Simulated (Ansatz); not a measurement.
**Geometry relaxation of CH₄AlBrOS (part 2 of 2)**

The same run, continued: CH₄AlBrOS, SMILES O[CH2][Al]([SH])[Br]; RHF/def2-SVP (Ansatz 0.2.0). It belongs to a series of runs on one base structure; here: end point B relaxed.

### Trajectory as extended XYZ, continued
```
9
Properties=species:S:1:pos:R:3:forces:R:3 step=8 energy=-90516.58702
O    -1.5414    0.7135    0.7454   -0.0801   0.0689  -0.0077
C    -0.9770   -0.5281    0.4145    0.0853  -0.0354   0.1108
Al   -1.8142   -1.4747   -1.1072   -0.1330   0.1078  -0.0654
S    -0.8972   -3.2139   -2.0733   -0.0037  -0.2231   0.2825
Br   -3.8118   -0.7080   -1.8804    0.1318  -0.0564   0.0010
H    -2.4598    0.6189    0.9388   -0.0175   0.0202  -0.0009
H     0.0549   -0.3224    0.1159    0.0346  -0.0519  -0.0077
H    -0.8830   -1.1707    1.3015   -0.0016  -0.0320  -0.0072
H    -0.3595   -3.7115   -0.9388   -0.0158   0.2018  -0.3054
9
Properties=species:S:1:pos:R:3:forces:R:3 step=9 energy=-90516.63049
O    -1.5047    0.7220    0.7114    0.0167   0.0315   0.0111
C    -0.9906   -0.5545    0.4213    0.0154  -0.0025   0.0353
Al   -1.8643   -1.4762   -1.1025    0.1026  -0.0962  -0.0454
S    -0.9833   -3.2574   -2.0372    0.0489  -0.0508   0.3493
Br   -3.8323   -0.7246   -1.9289    0.0133   0.0172  -0.0077
H    -2.4106    0.6631    0.9665   -0.0413   0.0060   0.0007
H     0.0572   -0.4049    0.1394   -0.0362  -0.0444   0.0065
H    -0.9469   -1.1846    1.3221   -0.0139   0.0103  -0.0368
H    -0.2135   -3.5798   -0.9756   -0.1054   0.1290  -0.3130
9
Properties=species:S:1:pos:R:3:forces:R:3 step=10 energy=-90516.63744
O    -1.5115    0.7170    0.7718   -0.0882  -0.1169  -0.0436
C    -1.0005   -0.5524    0.4406    0.0149   0.0954  -0.0456
Al   -1.8318   -1.4572   -1.0988   -0.3676  -0.2757  -0.0084
S    -1.1228   -3.3546   -1.9319    0.2550   0.0928   0.2155
Br   -3.7823   -0.6948   -1.9651    0.0315   0.0587  -0.0271
H    -2.4437    0.6706    0.9324    0.2110  -0.0184  -0.0394
H     0.0325   -0.4112    0.1128    0.1512   0.1546   0.1783
H    -0.9282   -1.2037    1.3223   -0.0344  -0.0087  -0.0343
H    -0.1007   -3.5106   -1.0677   -0.1734   0.0182  -0.1953
9
Properties=species:S:1:pos:R:3:forces:R:3 step=11 energy=-90516.61776 accepted=F
O    -1.5032    0.7411    0.7255   -0.0439   0.0171   0.0382
C    -1.0134   -0.5453    0.4431   -0.0082  -0.0141  -0.0056
Al   -1.8987   -1.4891   -1.0537    0.2950   0.0980   0.1896
S    -1.0963   -3.3254   -1.9045   -0.0163  -0.4360  -0.3317
Br   -3.7985   -0.6681   -1.9569   -0.0432  -0.0568  -0.0284
H    -2.4225    0.7006    0.9347    0.0096   0.0467   0.0020
H     0.0355   -0.4210    0.1568    0.0091  -0.0261   0.0153
H    -0.9823   -1.1751    1.3432    0.0025   0.0239   0.0323
H    -0.0095   -3.6144   -1.1718   -0.2046   0.3473   0.0883
9
Properties=species:S:1:pos:R:3:forces:R:3 step=12 energy=-90516.65967
O    -1.4850    0.7292    0.7131   -0.0103  -0.0809  -0.0199
C    -1.0016   -0.5646    0.4426    0.0754  -0.0165   0.0434
Al   -1.8858   -1.5084   -1.0610    0.0387   0.0254  -0.0885
S    -1.1009   -3.3437   -1.9513   -0.2228   0.0518  -0.1074
Br   -3.8023   -0.7093   -1.9575   -0.0485   0.0157   0.0210
H    -2.4047    0.6975    0.9224    0.0092   0.0315  -0.0027
H     0.0549   -0.4501    0.1712   -0.0861  -0.0227   0.0285
H    -0.9866   -1.1881    1.3496   -0.0088   0.0491  -0.0276
H    -0.0770   -3.4593   -1.1128    0.2531  -0.0534   0.1532
9
Properties=species:S:1:pos:R:3:forces:R:3 step=13 energy=-90516.66765
O    -1.4558    0.7369    0.6738   -0.0216   0.0342   0.0008
C    -1.0100   -0.5800    0.4601    0.0250  -0.0225  -0.0049
Al   -1.8866   -1.5117   -1.0606    0.0469   0.0112   0.0528
S    -1.1022   -3.3399   -1.9606    0.0286  -0.0133   0.0078
Br   -3.8369   -0.7343   -1.9059   -0.0186   0.0129   0.0147
H    -2.3796    0.7472    0.8683    0.0260  -0.0057  -0.0106
H     0.0595   -0.5102    0.2326   -0.0556  -0.0214   0.0099
H    -1.0565   -1.1735    1.3854   -0.0205   0.0048  -0.0515
H    -0.0209   -3.4314   -1.1767   -0.0103  -0.0002  -0.0191
9
Properties=species:S:1:pos:R:3:forces:R:3 step=14 energy=-90516.66920
O    -1.4144    0.7494    0.6231   -0.0758  -0.0333   0.0234
C    -1.0248   -0.5994    0.4825    0.0327   0.0160   0.0728
Al   -1.8862   -1.5246   -1.0506   -0.0059   0.0038   0.1241
S    -1.0954   -3.3379   -1.9738    0.1844  -0.0192   0.0500
Br   -3.8760   -0.7655   -1.8284    0.0282  -0.0099   0.0071
H    -2.3440    0.8166    0.7905    0.1779  -0.0726  -0.0415
H     0.0598   -0.5947    0.3110   -0.1567   0.0164   0.0424
H    -1.1551   -1.1557    1.4277    0.0004   0.0814  -0.1858
H     0.0471   -3.3852   -1.2655   -0.1853   0.0174  -0.0925
9
Properties=species:S:1:pos:R:3:forces:R:3 step=15 energy=-90516.67267
O    -1.4094    0.7504    0.6216   -0.0210  -0.0192   0.0051
C    -1.0257   -0.5985    0.4814    0.0235   0.0074   0.0488
Al   -1.8883   -1.5287   -1.0447    0.0186   0.0025   0.0500
S    -1.0837   -3.3268   -1.9881    0.0625  -0.0051   0.0190
Br   -3.8783   -0.7720   -1.8192   -0.0002  -0.0045   0.0022
H    -2.3379    0.8181    0.7847    0.0702  -0.0364  -0.0206
H     0.0575   -0.5976    0.3149   -0.0850   0.0007   0.0178
H    -1.1617   -1.1542    1.4230   -0.0017   0.0452  -0.0846
H     0.0384   -3.3875   -1.2571   -0.0669   0.0094  -0.0378
9
Properties=species:S:1:pos:R:3:forces:R:3 step=16 energy=-90516.67474
O    -1.3822    0.7560    0.6014   -0.0070  -0.0271  -0.0027
C    -1.0327   -0.6050    0.4931    0.0243   0.0032   0.0496
Al   -1.8916   -1.5380   -1.0299    0.0215  -0.0167  -0.0227
S    -1.0718   -3.3111   -2.0091   -0.0091   0.0114   0.0010
Br   -3.8973   -0.8014   -1.7836   -0.0078   0.0029   0.0074
H    -2.3116    0.8480    0.7418    0.0262  -0.0134  -0.0063
H     0.0530   -0.6374    0.3556   -0.0561  -0.0008   0.0061
H    -1.2102   -1.1412    1.4377    0.0053   0.0389  -0.0340
H     0.0553   -3.3668   -1.2906    0.0027   0.0017   0.0015
9
Properties=species:S:1:pos:R:3:forces:R:3 step=17 energy=-90516.67564
O    -1.3568    0.7576    0.5738   -0.0310  -0.0407  -0.0054
C    -1.0423   -0.6151    0.5049    0.0370  -0.0042   0.0595
Al   -1.8926   -1.5508   -1.0198    0.0099  -0.0041  -0.0253
S    -1.0556   -3.2989   -2.0300   -0.0462   0.0205  -0.0105
Br   -3.9163   -0.8156   -1.7296    0.0003  -0.0156  -0.0079
H    -2.2872    0.8757    0.6888    0.0431  -0.0090  -0.0044
H     0.0449   -0.6815    0.3987   -0.0446   0.0101   0.0101
H    -1.2628   -1.1246    1.4551    0.0113   0.0392  -0.0310
H     0.0798   -3.3437   -1.3255    0.0201   0.0038   0.0149
9
Properties=species:S:1:pos:R:3:forces:R:3 step=18 energy=-90516.67587
O    -1.3319    0.7602    0.5555   -0.0596  -0.0456  -0.0083
C    -1.0462   -0.6210    0.5215    0.0181   0.0049   0.0646
Al   -1.8901   -1.5553   -1.0082   -0.0345  -0.0352  -0.0458
S    -1.0578   -3.2866   -2.0493    0.0096   0.0354   0.0300
Br   -3.9307   -0.8539   -1.7089    0.0127   0.0111   0.0135
H    -2.2622    0.8999    0.6505    0.0782  -0.0131   0.0026
H     0.0411   -0.7146    0.4420   -0.0467   0.0200   0.0091
H    -1.3017   -1.1052    1.4767    0.0157   0.0387  -0.0575
H     0.0904   -3.3205   -1.3633    0.0066  -0.0164  -0.0080
9
Properties=species:S:1:pos:R:3:forces:R:3 step=19 energy=-90516.67636
O    -1.3348    0.7588    0.5534   -0.0292  -0.0188  -0.0095
C    -1.0473   -0.6213    0.5200    0.0081   0.0020   0.0367
Al   -1.8930   -1.5565   -1.0087   -0.0010  -0.0126  -0.0174
S    -1.0536   -3.2847   -2.0479   -0.0032   0.0049   0.0000
Br   -3.9307   -0.8456   -1.7067    0.0095  -0.0010   0.0047
H    -2.2640    0.8972    0.6538    0.0347  -0.0040   0.0046
H     0.0394   -0.7121    0.4385   -0.0192   0.0074   0.0022
H    -1.2991   -1.1041    1.4755    0.0054   0.0173  -0.0233
H     0.0940   -3.3286   -1.3615   -0.0051   0.0046   0.0020
9
Properties=species:S:1:pos:R:3:forces:R:3 step=20 energy=-90516.67649
O    -1.3357    0.7576    0.5496   -0.0058  -0.0034  -0.0115
C    -1.0479   -0.6222    0.5199    0.0060  -0.0025   0.0106
Al   -1.8925   -1.5588   -1.0093   -0.0019   0.0031  -0.0032
S    -1.0525   -3.2850   -2.0501    0.0009   0.0020   0.0013
Br   -3.9288   -0.8433   -1.7044   -0.0006  -0.0021  -0.0015
H    -2.2637    0.8959    0.6558    0.0034   0.0007   0.0050
H     0.0383   -0.7120    0.4386    0.0030   0.0015   0.0016
H    -1.2991   -1.1018    1.4761   -0.0023   0.0008  -0.0010
H     0.0929   -3.3274   -1.3599   -0.0027  -0.0002  -0.0014
```

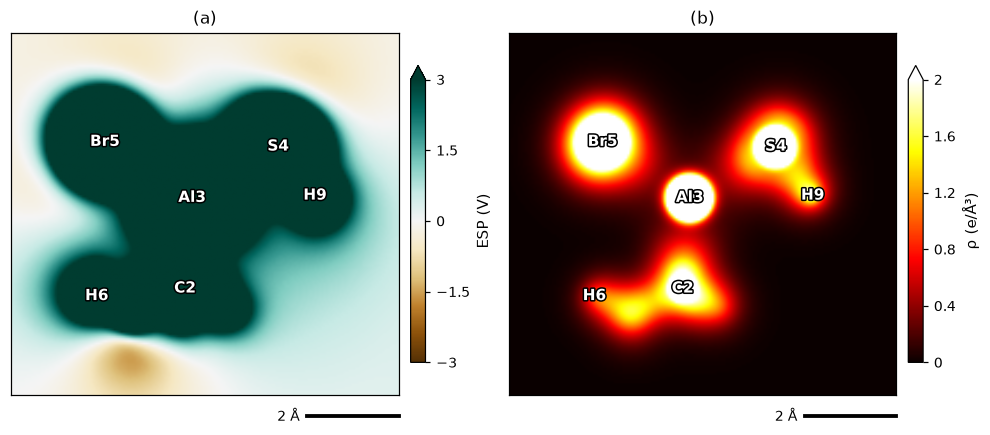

(a) molecular electrostatic potential; (b) electron density on the plane of atoms S4, Al3 and Br5. Atoms in the plane: C, Al, S, Br and H. C–Al (1.98 Å): ρ at the midpoint is about 0.77 e/Å³. Al–S (2.18 Å): ρ is about 0.7 e/Å³ halfway. S–H (1.34 Å): ρ at the midpoint is about 1.4 e/Å³.

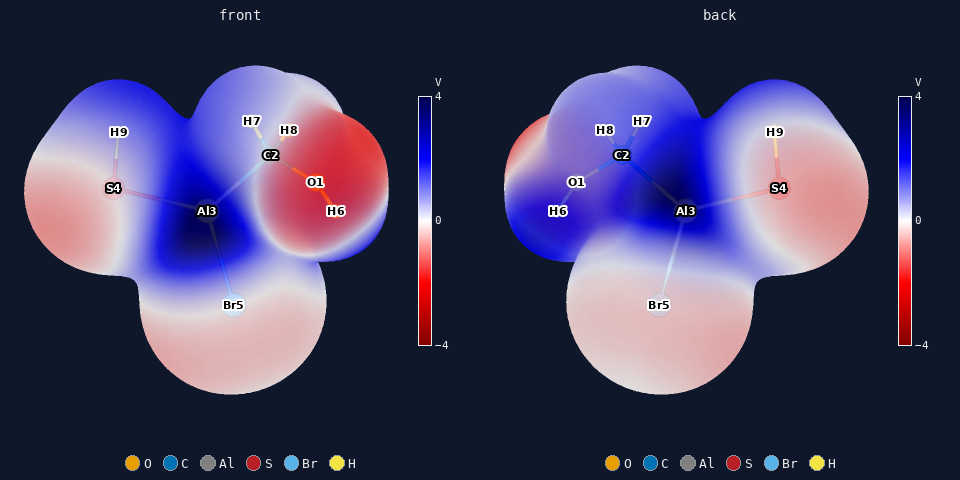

The electrostatic potential painted on the density surface at 0.002 e/bohr³, seen at a tilt and from behind; red is negative and blue positive.

The run was set up as follows.

### Input
```yaml
crystal:
  periodic: [false, false, false]
  atoms:
    - { symbol: O, position_ang: [-1.6629, 0.6538, 0.754] }
    - { symbol: C, position_ang: [-0.8368, -0.347, 0.4309] }
    - { symbol: Al, position_ang: [-1.65193, -1.3861, -1.03209] }
    - { symbol: S, position_ang: [-0.53114, -3.19687, -2.00028] }
    - { symbol: Br, position_ang: [-3.77247, -0.80994, -1.91831] }
    - { symbol: H, position_ang: [-2.5618, 0.2828, 1.0153] }
    - { symbol: H, position_ang: [0.13277, 0.06481, 0.05804] }
    - { symbol: H, position_ang: [-0.6865, -1.0482, 1.25203] }
    - { symbol: H, position_ang: [-1.11822, -4.01018, -1.04313] }
basis:
  gaussian: { orbitals: def2-SVP }
hamiltonian:
  xc: hf
relax:
  f_tol: 0.015
  max_steps: 40
output:
  orbitals: {}
```

Command:
```bash
ansatz run input.yaml --threads 2 --pin off --max-ram 3072MiB --backend cpu --events-out ev --progress --plain --runs-dir out
```

### Results in brief

| quantity | value |
| --- | --- |
| outcome | converged |
| total energy | −90516.6765 eV |
| mean-field energy | −90516.6765 eV |
| largest force (length of the vector) at the end | 0.013 eV/Å |
| hardware | 2 threads of Arm Neoverse V1, 24 GiB of memory available, shared host |
| wall time | 47 s (CPU time 88 s) |
| peak memory | 0.27 GiB |
